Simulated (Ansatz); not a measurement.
## B2Pd (built on the sites of a database entry of Ga2Pt): from the cell to its phonons

Wanted: vibrations and spectra of B2Pd (built on the sites of a database entry of Ga2Pt); the cell is already relaxed. After the zone centre comes a 4×4×4 q mesh on a 12×12×12 k mesh.

Calculated with Ansatz 0.2.0; DFT PBEsol, scalar-relativistic, plane waves, norm-conserving pseudopotentials.

The structure was built from a prototype and need not be the compound's stable phase.

## Step 1: The starting structure

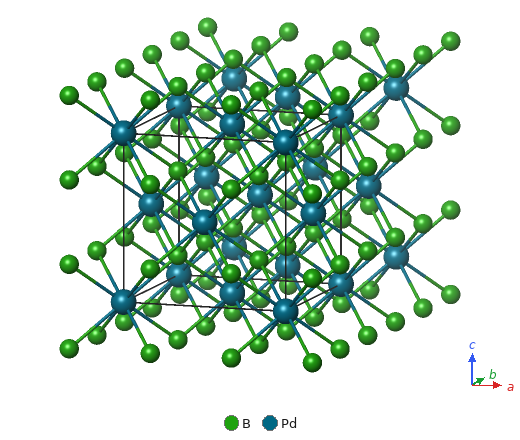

The cell as given, slightly off an axis (boron green, palladium blue). 1×2×1 cells are drawn. This picture shows the conventional cell, with its axes. Some periodic images of atoms are drawn too.

Coordinates:

```cif
data_structure
_symmetry_space_group_name_H-M 'Fm-3m'
_symmetry_Int_Tables_number 225
_cell_length_a 5.0055
_cell_length_b 5.0055
_cell_length_c 5.0055
_cell_angle_alpha 90.000
_cell_angle_beta 90.000
_cell_angle_gamma 90.000
_cell_volume 125.41
loop_
_atom_site_label
_atom_site_type_symbol
_atom_site_symmetry_multiplicity
_atom_site_Wyckoff_symbol
_atom_site_fract_x
_atom_site_fract_y
_atom_site_fract_z
_atom_site_occupancy
B1 B 8 c 0.25000 0.75000 0.75000 1
Pd1 Pd 4 a 0.00000 0.00000 0.00000 1
```

## Step 2: Zone-centre response

The cell comes from relaxations at this level that are not shown. The zone centre comes first: it holds the modes that light can see, as far as symmetry allows. No field response is asked, since the mesh shows no gap.

input.yaml reads:

```yaml
crystal:
  lattice:
    - [0.0, 2.5027582936, 2.5027582936]
    - [2.5027582936, 0.0, 2.5027582936]
    - [2.5027582936, 2.5027582936, 0.0]
  atoms:
    - { symbol: B, position: [0.25, 0.25, 0.25] }
    - { symbol: B, position: [0.75, 0.75, 0.75] }
    - { symbol: Pd, position: [0.0, 0.0, 0.0] }
kpoints:
  mp_grid: { grid: [12, 12, 12] }
hamiltonian:
  xc: pbesol
  pseudopotentials: { kind: nc }
scf:
  occupations: { method: methfessel_paxton, width: 0.15 }
output:
  eigenvalues: true
phonons:
  method: dfpt
```

Run with:

```sh
$ ansatz run input.yaml --threads 4 --pin off --max-ram 7168MiB --backend cpu --events-out ev --progress --plain --runs-dir out
```

Numbers of over 12 decimals in the logs are rounded to 6 here.

The log of the run:

```text
zone centre: on kpoints.mp_grid the ground state, and the responses unless they are solved on pairs of k-points, stand on 163 of the mesh's 1728 k-points, reduced under 8 symmetry operations, with k and −k counted as one. Each operation leaves every solved displacement unchanged or reverses it
Engine: ansatz 0.2.0, aarch64-unknown-linux-gnu
Pseudopotentials: kind: nc
Pseudopotential: B, nc, valence charge 3, recommended cutoff 1034.032677 eV (normal), B.nc.azcp (PseudoDojo's, or run here from an input of PseudoDojo's: the run reads no file of this project's for it)
Pseudopotential: Pd, nc, valence charge 18, recommended cutoff 1115.666836 eV (normal), Pd.nc.azcp (PseudoDojo's, or run here from an input of PseudoDojo's: the run reads no file of this project's for it)
Functional definition: PBEsol
  exchange = pbesol_x
  correlation = pbesol_c
Crystal: 3 atoms, lattice volume = 31.354 Å³
Basis set: ecut = 1115.666836 eV, 2685 PW (Γ), exchange–correlation on 80×80×80 points (8 copies of the dense FFT grid, shifted against one another)
Bands: 16, of which v1, the nominal top of the filled ones, is band 12 counted from 1 (11 counted from 0)
Symmetry: 48 space group operations
k-points: 163 of 1728 (irreducible under 8 space group operations, time reversal used)
Non-local potential: B, projectors of the file, l = 0: 2, l = 1: 2
Non-local potential: Pd, projectors of the file, l = 0: 2, l = 1: 2, l = 2: 2
Initial density: superposition of atomic densities (chi_scale 0.1, normalization cell, long waves kept (reshape's long-wave potential 0.00 eV rms))
Initial wavefunctions: pseudopotential atomic-orbital guess
Functional: x = pbesol(κ = 0.804, μ = 0.123457), c = pbesol(β = 0.046)
SCF iter   1: F=—  HF=-3833.009264 eV  |F-HF|=—  |Δ(HF+E_count)|=         —  Δρ=2.85e-1  dr2=3.22e1  ethr=3.10e-3  ⟨swp⟩=7.5  Hψ=16251  notcnv=0
preconditioner: auto → Kerker (q_TF=auto, 2.609 Å⁻¹)  [metal: Δε(μ)=0.057 eV  Ē_g=8.389 eV  σ=0.150 eV  W_gap=0.31  n_scr=14 (ndim 8)  ℏωp=26.5 eV  f_vac=0.000  D(μ)=1.83/eV (n_scr^D=14)]
SCF iter   2: F=—  HF=-3827.581759 eV  |F-HF|=—  |Δ(HF+E_count)|=    5.43e0  S|Δr|=    0.00e0  Δρ=8.14e-2  dr2=9.67e-1  ethr=3.10e-3  ⟨swp⟩=6.1  Hψ=9559  notcnv=0  defer=17
preconditioner: auto → none  [insulator: Δε(μ)=0.132 eV  Ē_g=9.479 eV  σ=0.150 eV  W_gap=0.64  n_scr=14 (ndim 8)  ℏωp=26.5 eV  f_vac=0.000  D(μ)=0.67/eV (n_scr^D=0)  ε∞_Penn≈8.8]
SCF iter   3: F=—  HF=-3827.339525 eV  |F-HF|=—  |Δ(HF+E_count)|=   2.42e-1  S|Δr|=    0.00e0  Δρ=2.52e-2  dr2=4.91e-2  ethr=3.10e-3  ⟨swp⟩=3.9  Hψ=7121  notcnv=0  defer=49
SCF iter   4: F=—  HF=-3827.327942 eV  |F-HF|=—  |Δ(HF+E_count)|=   1.16e-2  S|Δr|=    0.00e0  Δρ=4.10e-3  dr2=3.14e-3  ethr=2.05e-4  ⟨swp⟩=2.7  Hψ=5334  notcnv=0  defer=46
SCF iter   5: F=—  HF=-3827.327544 eV  |F-HF|=—  |Δ(HF+E_count)|=   3.97e-4  S|Δr|=    0.00e0  Δρ=5.91e-4  dr2=1.09e-4  ethr=1.31e-5  ⟨swp⟩=2.1  Hψ=3408  notcnv=0  defer=46
SCF iter   6: F=—  HF=-3827.327533 eV  |F-HF|=—  |Δ(HF+E_count)|=   1.18e-5  S|Δr|=    0.00e0  Δρ=1.44e-4  dr2=5.29e-6  ethr=4.54e-7  ⟨swp⟩=3.4  Hψ=5347  notcnv=0  defer=46
SCF iter   7: F=—  HF=-3827.327529 eV  |F-HF|=—  |Δ(HF+E_count)|=   3.87e-6  S|Δr|=    0.00e0  Δρ=6.87e-6  dr2=4.62e-9  ethr=2.21e-8  ⟨swp⟩=3.0  Hψ=4954  notcnv=0  defer=46
SCF iter   8: F=—  HF=-3827.327530 eV  |F-HF|=—  |Δ(HF+E_count)|=   1.13e-6  S|Δr|=    0.00e0  Δρ=1.58e-6  dr2=9.75e-10  ethr=1.93e-11  ⟨swp⟩=3.4  Hψ=6393  notcnv=0  defer=46
SCF iter   9: F=-3827.327530 eV  HF=-3827.327530 eV  |F-HF|=6.82e-12  |Δ(HF+E_count)|=  1.97e-10  S|Δr|=    0.00e0  Δρ=2.19e-7  dr2=9.37e-12  ethr=1.00e-12  ⟨swp⟩=13.1  Hψ=23323  notcnv=0
SCF 1 converged in 9 iterations: F = -3827.327530 eV  dr2 = 9.37e-12
DFPT response loops at Γ: preconditioner auto → Kerker (q_TF=auto, 2.609 Å⁻¹) (partly filled bands, converged f_vac=0.003); β = 1.00, the filter's whole step (`scf.mixing.beta` (0.50) is not read by the response loops under this deck's `scf.mixing.preconditioner`; to damp them name `kerker` or `kerker_dos`, under which they read `scf.mixing.beta`, and type it under 1.00, their step now; both keys bind the ground state too); Broyden in place of MSR1
SCF converged after 9 iterations
Stability not checked: this state was not tested for a lower state beside it, because cold or Methfessel-Paxton smearing, or corrected tetrahedra, fill the levels in a way that the test cannot read (fill_not_monotonic; see scf.lower_state_search)
Free energy (F): -3827.327530 eV
Harris-Foulkes:  -3827.327530 eV  (|F-HF|=6.82e-12)
Internal energy: -3827.329624 eV  (E = F + TS)
E sigma→0 (E₀):  -3827.328054 eV
Entropy (-TS):   0.002095 eV (0.698 meV/atom)
Fermi energy:    14.257622 eV
--- Per-component energies (eV) ---
  E_band       = -224.098149
  E_kinetic    = 1328.689049
  E_local      = -3041.562234  (includes V_loc(G=0)·N_el)
  E_nonlocal   = 39.360591
  E_hartree    = 999.698237
  E_xc         = -620.739235
  E_vxc        = -549.981954  (∫ρ·V_xc dr)
  E_ewald      = -2532.776033
  E_smearing   = 0.002095  (= −TS)
  E_closure    = 0.000000  (closes the sum)
  Σ components = -3827.327530   (vs F -3827.327530, Δ=0.00e0)
--- Band table (eV; the first three rows and the last of 163) ---
  k-point 0: bands = [... 8 lower, 10.1132, 10.1132, 15.1583, 18.8945, 18.8945, 18.8945, 19.4141, 19.4141]
  k-point 1: bands = [... 8 lower, 10.0812, 10.0812, 15.3124, 18.1110, 18.6020, 18.6020, 19.3394, 19.4044]
  k-point 2: bands = [... 8 lower, 10.0155, 10.0155, 15.4628, 16.7312, 17.8347, 17.8347, 19.2131, 19.4471]
  k-point 162: bands = [... 8 lower, 9.7665, 10.7853, 10.7853, 11.2374, 13.2913, 19.3030, 19.3030, 20.9342]
--- Phonons (Γ-DFPT): 2 representative perturbations + reference, on 163 of 1728 k-points (Σ response iterations 6) ---
  k mesh reduced under 8 symmetry operations, with k and −k counted as one. Each operation leaves every solved displacement unchanged or reverses it
  ASR residual: 5.868e-4 → 0.000e0 eV/Å²; symmetrization residual: 1.190e-5 eV/Å²
  ASR residual per site (eV/Å²): 2.46e-5 2.46e-5 5.87e-4
  Γ frequencies (cm⁻¹): 0.00 0.00 0.00 200.31 200.31 200.31 382.63 382.63 382.63
  non-analytic LO–TO correction: not included (Born effective charges unavailable; polar crystals: no LO–TO splitting at Γ)
```

The job ended after 18 s (4 threads of Arm Neoverse V2, shared host; peak memory 0.99 GiB; 71 s of CPU time).

Numbers from this step:

```
volume per atom                                         : 10.45 Å³
gap on the k-mesh                                       : 0 eV
sum-rule residual before enforcement                    : 5.87e-4 eV/Å²
point group                                             : m-3m
highest optical mode at the zone centre (no LO-TO term) : 382.6 cm⁻¹
lowest optical zone-centre mode                         : 200.3 cm⁻¹
```

Patterns of degenerate modes are one choice out of their space. The modes at Γ (shares of kinetic energy by element, %):

```
mode  frequency (cm⁻¹)  symmetry  B %  Pd %
   1               0.0  acoustic   17    83
   2               0.0  acoustic   17    83
   3               0.0  acoustic   17    83
   4             200.3       T2g  100     0
   5             200.3       T2g  100     0
   6             200.3       T2g  100     0
   7             382.6       T1u   83    17
   8             382.6       T1u   83    17
   9             382.6       T1u   83    17
```

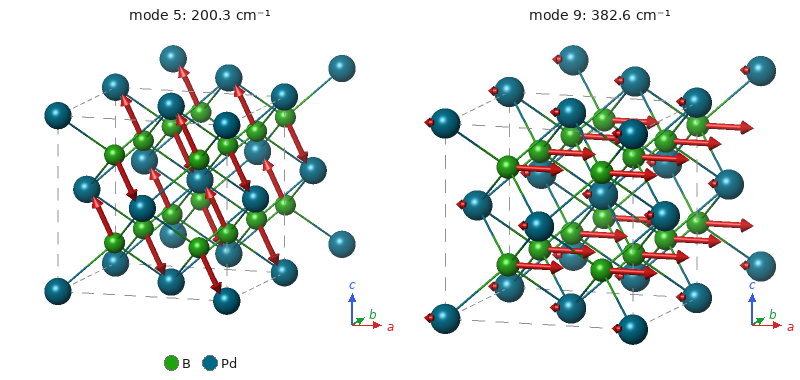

Displacement patterns of modes 5 and 9 at Γ; arrows are exaggerated. 1×2×1 conventional cells are drawn. Some periodic images of atoms are drawn too.

Before it was imposed, the acoustic sum rule was missed by 5.9e-4 eV/Å². Small misses are needed for a sound result but don't prove that mesh and cutoff are converged. The lowest optical mode is real, 200 cm⁻¹.

## Step 3: Response at finite wavevector

Stability and thermal properties need the whole zone. Linear response on a 4×4×4 q mesh gives force constants as far as a supercell of that size would.

Edit input.yaml of step 2 so:

```diff
@@ -20 +20,8 @@
   method: dfpt
+  qmesh: [4, 4, 4]
+  temperatures: { t_max: 1000, t_step: 50 }
+  qpath:
+    path:
+      - [[0.0, 0.0, 0.0], [0.5, 0.0, 0.5], [0.625, 0.25, 0.625]]
+      - [[0.375, 0.375, 0.75], [0.0, 0.0, 0.0], [0.5, 0.5, 0.5], [0.5, 0.25, 0.75], [0.5, 0.0, 0.5]]
+    npoints: 10
```

The log of the run:

```text
Warning: phonons: the dynamical matrix that this run interpolates holds no multipole term above the dipole-dipole one, and a site of this crystal is no centre of inversion, so its interpolated transverse optical and acoustic branches and sound speeds can stay off near Gamma, and the density of states and the thermodynamics with them. What a run solves at a wave vector of phonons.qpoints, Gamma apart, where the deck admits one, is free of this, and under fd what a larger phonons.supercell samples
[...]
Crystal: 3 atoms, lattice volume = 31.354 Å³
Basis set: ecut = 1115.666836 eV, 2685 PW (Γ), exchange–correlation on 80×80×80 points (8 copies of the dense FFT grid, shifted against one another)
Bands: 16, of which v1, the nominal top of the filled ones, is band 12 counted from 1 (11 counted from 0)
Symmetry: 48 space group operations
k-points: 72 of 1728
[...]
SCF iter   1: F=—  HF=-3833.009312 eV  |F-HF|=—  |Δ(HF+E_count)|=         —  Δρ=2.85e-1  dr2=3.22e1  ethr=3.10e-3  ⟨swp⟩=7.5  Hψ=7149  notcnv=0
[...]
SCF iter   9: F=-3827.327530 eV  HF=-3827.327530 eV  |F-HF|=6.37e-12  |Δ(HF+E_count)|=  1.85e-10  S|Δr|=    0.00e0  Δρ=2.16e-7  dr2=9.28e-12  ethr=1.00e-12  ⟨swp⟩=13.1  Hψ=10276  notcnv=0
SCF 1 converged in 9 iterations: F = -3827.327530 eV  dr2 = 9.28e-12
[...]
iter 1 solved again at ethr=1.54e-8 eV; its pass at ethr=3.10e-3 eV (dr2=3.70e-6 eV) is discarded
SCF iter   1: F=—  HF=-3827.327530 eV  |F-HF|=—  |Δ(HF+E_count)|=         —  Δρ=4.54e-7  dr2=3.98e-11  ethr=1.54e-8  ⟨swp⟩=6.5  Hψ=13383  notcnv=0
eigensolver tolerance schedule: the retry pair's looser diagonalisation over-reported the residual by 92868.71 of it (diagonalisation noise at 0.86 of the residual, at the tolerance the schedule requests for it); recorded, not acted on — ethr = c·dr2/N_el stays at c = 1.0e-1
[...]
SCF iter   2: F=—  HF=-3827.327530 eV  |F-HF|=—  |Δ(HF+E_count)|=   4.36e-7  S|Δr|=    0.00e0  Δρ=2.02e-7  dr2=3.88e-12  ethr=1.00e-12  ⟨swp⟩=7.4  Hψ=8015  notcnv=0
SCF iter   3: F=-3827.327530 eV  HF=-3827.327530 eV  |F-HF|=4.55e-13  |Δ(HF+E_count)|=  4.55e-13  S|Δr|=    0.00e0  Δρ=1.18e-7  dr2=1.17e-12  ethr=1.00e-12  ⟨swp⟩=1.5  Hψ=2837  notcnv=0
SCF 2 converged in 3 iterations: F = -3827.327530 eV  dr2 = 1.17e-12
phonons: the bands overlap, so this run is a metal and interpolates without the dipole-dipole term. If the crystal is really an insulator or semiconductor, its LO-TO splitting is missing
NSCF: frozen V_eff on 72 k-points
[...]
DFPT response loops at q = (0, 0, 0) (fractional): preconditioner auto → Kerker (q_TF=auto, 2.609 Å⁻¹) (partly filled bands, converged f_vac=0.003); β = 1.00, the filter's whole step (`scf.mixing.beta` (0.50) is not read by the response loops under this deck's `scf.mixing.preconditioner`; to damp them name `kerker` or `kerker_dos`, under which they read `scf.mixing.beta`, and type it under 1.00, their step now; both keys bind the ground state too); Broyden in place of MSR1
[...]
phonons.qmesh, q = [0.0000, 0.2500, -0.5000]: its response loops start from zero, take more passes and end by a threshold: the memory limit or budget leaves too little room for the subspace of the ground state's own states beside the solves, or none could be made (phonons.method)
[...]
SCF converged after 9 iterations
[...]
Free energy (F): -3827.327530 eV
[...]
Internal energy: -3827.329624 eV  (E = F + TS)
E sigma→0 (E₀):  -3827.328054 eV
Entropy (-TS):   0.002095 eV (0.698 meV/atom)
Fermi energy:    14.257622 eV
[...]
--- Band table (eV; the first three rows and the last of 72) ---
  k-point 0: bands = [... 8 lower, 10.1132, 10.1132, 15.1583, 18.8945, 18.8945, 18.8945, 19.4141, 19.4141]
  k-point 1: bands = [... 8 lower, 10.0812, 10.0812, 15.3124, 18.1110, 18.6020, 18.6020, 19.3394, 19.4044]
  k-point 2: bands = [... 8 lower, 10.0155, 10.0155, 15.4628, 16.7312, 17.8347, 17.8347, 19.2131, 19.4471]
  k-point 71: bands = [... 8 lower, 9.7665, 10.7853, 10.7853, 11.2374, 13.2913, 19.3030, 19.3030, 20.9342]
--- Phonons (Γ-DFPT): 2 representative perturbations + reference (Σ response iterations 5) ---
  ASR residual: 5.037e-4 → 0.000e0 eV/Å²; symmetrization residual: 1.877e-7 eV/Å²
  ASR residual per site (eV/Å²): 3.60e-5 3.60e-5 5.04e-4
  Γ frequencies (cm⁻¹): 0.00 0.00 0.00 200.31 200.31 200.31 382.63 382.63 382.63
--- Phonons (arbitrary-q DFPT): 8 irreducible q on the 4×4×4 mesh ---
  q = [0.0000, 0.0000, 0.0000] (star 1, of the zone-centre solve; hermiticity 3.88e-8, symmetrization 1.13e-14): -0.00 0.00 0.00 200.31 200.31 200.31 382.63 382.63 382.63
  q = [0.0000, 0.0000, 0.2500] (star 8, 2 solved perturbations on 936 of 1728 k-point pairs; hermiticity 1.50e-7, symmetrization 4.60e-13, the responses' own estimated error 3.8e-5 eV/Å²): -166.36 -126.11 -126.11 271.96 271.96 298.39 388.84 388.84 416.35
[...]
q = [0.0000, 0.2500, 0.2500] (star 6, 4 solved perturbations in 1608 linear systems a pass and spin channel, the states on 510 of 1728 k-point pairs; hermiticity 9.93e-8, symmetrization 6.13e-13, the responses' own estimated error 4.7e-5 eV/Å²): -185.63 -185.63 118.42 285.40 321.46 321.46 351.50 426.65 426.65
[...]
sum rule: each row above includes the acoustic sum rule's correction from the zone centre's row sums; it moved no ω² by more than (1.13 cm⁻¹)²
  mesh force constants: q→R imaginary residual 6.71e-18; ASR residual 5.037e-4 → 0.000e0 eV/Å²; symmetrization residual 6.217e-15 eV/Å²
  interpolated dispersion: 62 rows × 9 modes
  density of states and harmonic sums: on the 24×24×24 q-mesh, interpolated from the force constants of a 4×4×4 supercell (no non-analytic term)
  largest difference from the sums on the solved wave vectors: F 4.24e-3 eV, S 1.12e-5 and C_V 6.88e-6 eV/K
  zero-point energy: 0.143028 eV/cell   skipped modes (ω ≤ 0): 986, of them read as no rigid motion or as one in doubt: 983 (2.377e0 modes/cell left out, lowest -266.40 cm⁻¹)   left out of the sums: 2.64e-1 of the cell's modes: C_V's classical limit lies that fraction below 3 k_B per atom; for a crystal, a wire or a layer, F and S can be off by more, and a phonons.interpolated_qmesh denser along its periods is the remedy for the sampling
```

The job ended after 13 min (4 threads; peak memory 5 GiB; 51 min of CPU time).

Numbers from this step:

| Item | Value |
| --- | --- |
| sum-rule residual before enforcement | 5.04e-4 eV/Å² |
| lowest frequency on the path | -266.4 cm⁻¹ |
| highest frequency on the path or at a solved wavevector | 488.3 cm⁻¹ |
| lowest mode on the q mesh (acoustic modes at Γ apart) | -266.4 cm⁻¹ |

Frequencies (cm⁻¹) solved at each irreducible wavevector; negative means imaginary. Frequencies by wavevector, by row:

```csv
q in reciprocal lattice units,star,mode 1,mode 2,mode 3,mode 4,mode 5,mode 6,mode 7,mode 8,mode 9
0 0 0,1,0,0,0,200.3,200.3,200.3,382.6,382.6,382.6
0 0 0.25,8,-166.4,-126.1,-126.1,272,272,298.4,388.8,388.8,416.4
0 0 -0.5,4,-123,-123,-100.8,347.1,369.7,369.7,401.5,401.5,462.2
0 0.25 0.25,6,-185.6,-185.6,118.4,285.4,321.5,321.5,351.5,426.6,426.6
0 0.25 -0.5,24,-231.6,-178,109,324.1,333.9,334.8,370.4,439,460.1
0 0.25 -0.25,12,-146.9,-140.8,-104.5,344.7,348.3,354.1,395.8,435.4,447.4
0 -0.5 -0.5,3,-193.7,-193.7,174.8,337.9,337.9,342.1,400.8,466.1,466.1
0.25 -0.5 -0.25,6,-266.4,73.8,73.8,338.3,363,364.9,407.7,407.7,488.3
```

Interpolated from a 4×4×4 q mesh. Phonon branches along the path, in cm⁻¹:

```
    point  branch 1  branch 2  branch 3  branch 4  branch 5  branch 6  branch 7  branch 8  branch 9
        Γ         0         0         0       200       200       200       383       383       383
        X      -194      -194       175       338       338       342       401       466       466
        U      -235      -178       129       336       336       357       367       451       473
jump to K      -235      -178       129       336       336       357       367       451       473
        Γ         0         0         0       200       200       200       383       383       383
        L      -123      -123      -101       347       370       370       402       402       462
        W      -266        74        74       338       363       365       408       408       488
        X      -194      -194       175       338       338       342       401       466       466
```

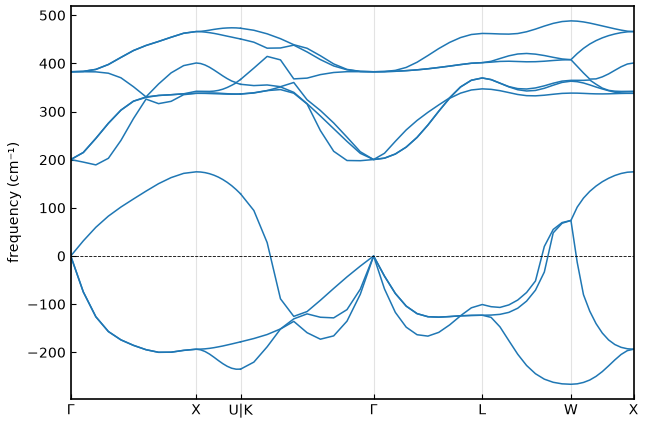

Phonon branches along the path.

The phonon density of states has structure finer than the step of the table below, so its rows give means over 50 cm⁻¹, whole bins alone (the curve runs from -265 to 485 cm⁻¹). Peaks (cm⁻¹: height): -175.0: 0.0200, 335.0: 0.105, 435.0: 0.0340.

Tetrahedra on a 24×24×24 mesh, mean over bins of 10 cm-1. Interpolated from a 4×4×4 q mesh. The phonon density of states by wavenumber; means over each step:

| wavenumber (cm⁻¹) | phonon density of states (1/cm⁻¹/cell) |
| --- | --- |
| -200 | 0.0119 |
| -150 | 0.0168 |
| -100 | 0.00815 |
| -50 | 0.00325 |
| 0 | 0.00203 |
| 50 | 0.00271 |
| 100 | 0.00490 |
| 150 | 0.00365 |
| 200 | 0.00101 |
| 250 | 0.00272 |
| 300 | 0.0107 |
| 350 | 0.0546 |
| 400 | 0.0215 |
| 450 | 0.0272 |

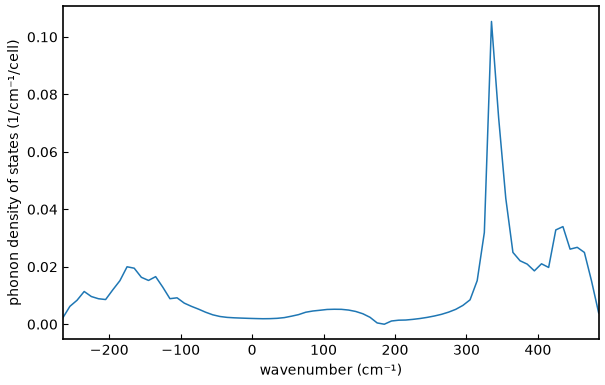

Phonon density of states against wavenumber.

[end of part 1 of 2]

[Logs are printed without paths, hosts, clocks, repeated set-up lines and the standing remarks that a program may print on its own settings, such as how far it seeks lower states.]

[Hosts, paths, dates, database ids (printed as entryN), source tags and the programs' standing remarks are cut or masked in the printed files.]
